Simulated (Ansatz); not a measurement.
# Tc of Cs (Im-3m) from its phonons, part 2 of 2

Aim: the phonon-mediated transition temperature of Cs (Im-3m) at ambient pressure, over a range of μ*. The cell shown first is a relaxed one, from steps not shown here.

Ansatz 0.2.0; DFT PBE, scalar-relativistic, plane waves, PAW; PAW set soft_1.

So far, log mean phonon energy ħω_log (meV): step 2 (electron–phonon run: q 3×3×3, k 9×9×9, scattering 12×12×12) 1.57; step 3 (k-mesh 12×12×12, scattering mesh 16×16×16) 1.47.

### Step 4. Resistivity: q 4×4×4, k 12×12×12, scattering 24×24×24

The next rung changes the q mesh, which sets the reach of the force constants and couplings; the scattering mesh, which samples the Fermi surface; the phonon self-energy between the q points, now taken in.

Input file input.yaml:

```yaml
crystal:
  lattice:
    - [-3.0795549609, 3.0795549609, 3.0795549609]
    - [3.0795549609, -3.0795549609, 3.0795549609]
    - [3.0795549609, 3.0795549609, -3.0795549609]
  atoms:
    - { symbol: Cs, position: [0.0, 0.0, 0.0] }
kpoints:
  mp_grid: { grid: [12, 12, 12] }
hamiltonian:
  xc: pbe
  pseudopotentials: { kind: paw, azcp: { folder: soft_1 } }
scf:
  occupations: { method: methfessel_paxton, width: 0.2 }
output:
  eigenvalues: true
phonons:
  method: dfpt
  qmesh: [4, 4, 4]
  temperatures: { t_max: 1000, t_step: 50 }
  qpath:
    path:
      - [[0.0, 0.0, 0.0], [0.5, -0.5, 0.5], [0.0, 0.0, 0.5], [0.0, 0.0, 0.0], [0.25, 0.25, 0.25], [0.5, -0.5, 0.5]]
      - [[0.25, 0.25, 0.25], [0.0, 0.0, 0.5]]
    npoints: 6
  electrical_resistivity:
    mesh: [24, 24, 24]
    temperatures: [20.0, 50.0, 80.0, 100.0, 150.0, 200.0, 273.0, 300.0, 400.0, 500.0, 600.0, 800.0]
  superconductivity: { mesh: [24, 24, 24] }
```

On the command line:

```console
ansatz run input.yaml --threads 16 --pin off --max-ram 92160MiB --backend cuda --events-out ev --progress --plain --runs-dir out --max-vram 78GiB
```

Numbers of over 12 decimals in the logs are rounded to 6 here.

The program printed:

```text
[...]
Crystal: 1 atoms, lattice volume = 116.822 Å³
Basis set: ecut = 420 eV, 2243 PW (Γ), exchange–correlation on 72×72×72 points (8 copies of the dense FFT grid, shifted against one another)
Bands: 9, of which v1, the nominal top of the filled ones, is band 5 counted from 1 (4 counted from 0)
Symmetry: 48 space group operations
k-points: 72 of 1728
[...]
SCF iter   1: F=—  HF=-5670.916912 eV  |F-HF|=—  |Δ(HF+E_count)|=         —  Δρ=6.34e-3  dr2=3.49e-2  ethr=3.10e-3  ⟨swp⟩=5.8  Hψ=4957  notcnv=0
[...]
SCF iter   2: F=—  HF=-5670.909199 eV  |F-HF|=—  |Δ(HF+E_count)|=   7.71e-3  S|Δr|=    0.00e0  Δρ=3.49e-3  dr2=1.50e-2  ethr=3.88e-4  ⟨swp⟩=1.0  Hψ=1224  notcnv=0
[...]
SCF iter   9: F=-5670.905345 eV  HF=-5670.905345 eV  |F-HF|=3.64e-12  |Δ(HF+E_count)|=  3.71e-10  S|Δr|=    0.00e0  Δρ=4.33e-8  dr2=2.30e-12  ethr=1.00e-12  ⟨swp⟩=6.3  Hψ=3282  notcnv=0
SCF 1 converged in 9 iterations: F = -5670.905345 eV  dr2 = 2.30e-12
[...]
SCF iter   1: F=—  HF=-5670.916912 eV  |F-HF|=—  |Δ(HF+E_count)|=         —  Δρ=6.34e-3  dr2=3.49e-2  ethr=3.10e-3  ⟨swp⟩=5.8  Hψ=4957  notcnv=0
[...]
SCF iter   4: F=—  HF=-5670.905301 eV  |F-HF|=—  |Δ(HF+E_count)|=   2.61e-4  S|Δr|=    0.00e0  Δρ=1.34e-4  dr2=2.87e-5  ethr=1.26e-5  ⟨swp⟩=2.4  Hψ=936  notcnv=0
[...]
SCF 2 converged in 9 iterations: F = -5670.905345 eV  dr2 = 2.24e-12
[...]
SCF converged after 9 iterations
[...]
not converged in the mesh (the resistivity at 600 K by 2.05 %; the resistivity at 800 K by 2.40 %): between neighbouring meshes, the two finest first, λ moves by 0.45 % and 0.43 %, λ_tr by 0.86 % and 3.12 % and the resistivity by up to 2.40 % and 12.03 %; an estimate, no bound, puts it up to 9.1e-7 % above the Boltzmann equation's exact value after up to 4 iterations (at most 30 are made, fewer where the estimate is under 1.0e-6 % of each spin channel's own resistivity)
  vibrations of 64 cells: unjudged by the run; compare a larger repeat
[...]
at the force constants' own smearing the fine mesh and the k-points of their solves give squared frequencies that differ by 2.3 % of the larger at the most, at (0, 0, -0.5)
--- Superconductivity: potentials and phonons of a 4×4×4 supercell ---
           mesh         λ    ħω_log (meV)  μ* declared at (meV)
       24×24×24    0.2229           1.617                2.293
       12×12×12    0.2219           1.635                2.323
          6×6×6    0.2209           1.682                2.395
  λ by the species' shares of the modes' patterns: Cs 0.2229
[...]
0.08      0.001         0.001    none_found    none_found    none_found    none_found     none_found
      0.10      0.000         0.000    none_found    none_found    none_found    none_found     none_found
      0.12      0.000         0.000    none_found    none_found    none_found    none_found     none_found
      0.13      0.000         0.000    none_found    none_found    none_found    none_found     none_found
      0.14      0.000         0.000    none_found    none_found    none_found    none_found     none_found
      0.16      0.000         0.000    none_found    none_found    none_found    none_found     none_found
      0.20          -             -    none_found    none_found    none_found    none_found     none_found
  none_found: no transition down to 0.1 K
[...]
vibrations of 64 cells: unjudged by the run; compare a larger repeat
[...]
```

Elapsed: 62 s, on 1 × NVIDIA GB200 with 16 threads of Arm Neoverse V2, shared host; peak memory 10 GiB; 11 min of CPU time.

Numbers from this step:

```
zero point energy                    : 0.004152 eV/cell
resistivity at 300 K                 : 31.7 μΩ cm
coupling constant λ                  : 0.2229
density of states at the Fermi level : 0.6716 states/eV a spin and cell
log mean phonon energy ħω_log        : 1.617 meV
transport coupling constant λ_tr     : 0.2727, 0.2727, 0.2727 (xx, yy, zz)
Drude plasma energy                  : 3.033, 3.033, 3.033 eV (xx, yy, zz)
resistivity times mean free path     : 30.22, 30.22, 30.22 × 10⁻¹⁶ Ω m² (xx, yy, zz)
second-moment phonon energy ħω₂      : 2.293 meV
coupling λ by branch                 : 0.125, 0.041, 0.0565 (branches by rank of frequency)
```

An empty cell: under 1 mK by a formula, or no transition down to the floor of the Eliashberg search. Transition temperatures:

| μ* | McMillan Tc (K) | Allen–Dynes Tc (K) |
| --- | --- | --- |
| 0.08 | 0.00101 | 0.00102 |
| 0.1 | - | - |
| 0.12 | - | - |
| 0.13 | - | - |
| 0.14 | - | - |
| 0.16 | - | - |
| 0.2 | - | - |

The Eliashberg function α²F has structure finer than the step of the table below, so its rows give means over 0.2 meV, whole bins alone (the curve runs from 0.017 to 4.36 meV). Peaks (meV: height): α²F 1.73: 0.066, 4.05: 0.168; α²F tr 1.73: 0.107, 2.69: 0.0862, 4.05: 0.147.

The Eliashberg function α²F by phonon energy; means over each step:

```
phonon energy (meV)      α²F   α²F tr
                0.2  0.00107   6.5e-5
                0.4  0.00521  0.00178
                0.6   0.0167   0.0135
                0.8   0.0458   0.0630
                1.0   0.0568   0.0831
                1.2   0.0576   0.0848
                1.4   0.0601   0.0909
                1.6   0.0640    0.101
                1.8   0.0549   0.0829
                2.0   0.0416   0.0539
                2.2   0.0410   0.0526
                2.4   0.0440   0.0573
                2.6   0.0528   0.0723
                2.8   0.0550   0.0708
                3.0   0.0513   0.0579
                3.2   0.0507   0.0509
                3.4   0.0484   0.0442
                3.6   0.0532   0.0442
                3.8   0.0732   0.0573
                4.0    0.137    0.112
                4.2   0.0849   0.0675
```

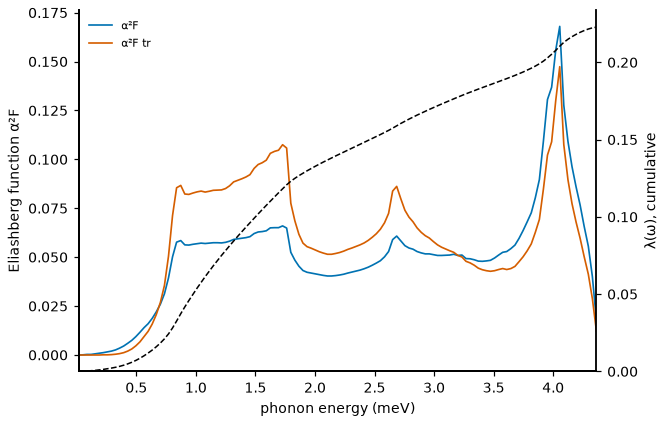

Eliashberg function α²F, plotted against phonon energy. The dashed line is the running λ.

### Step 5. Results

| Property | Result |
| --- | --- |
| meshes | q 4×4×4, k 12×12×12, scattering 24×24×24 |
| coupling constant λ | 0.223 |
| log mean phonon energy ħω_log | 1.62 meV |

What this shows: In the last run (PBE, q 4×4×4, k 12×12×12, scattering 24×24×24), with λ = 0.22 and ħω_log = 1.62 meV, Tc at μ* = 0.13 is under 1 mK by the formulas. Wikipedia's list of superconducting elements holds no transition of Cs at normal pressure, in line with the calculation. In that run Allen and Dynes's formula gives no transition above 0.05 K at μ* = 0.10 or more. The run's transport test calls it not converged in the mesh. Over the runs, λ takes the values 0.228, 0.237 and 0.223, in the order shown. μ* is a typed number, phonons are harmonic, and spin fluctuations are left out; with λ this near or under μ*(1 + 0.62 λ), the formulas give Tc only to its order of magnitude, or none.

[Logs are printed without paths, hosts, clocks, repeated set-up lines and the standing remarks that a program may print on its own settings, such as how far it seeks lower states.]

[Hosts, paths, dates, database ids (printed as entryN), source tags and the programs' standing remarks are cut or masked in the printed files.]
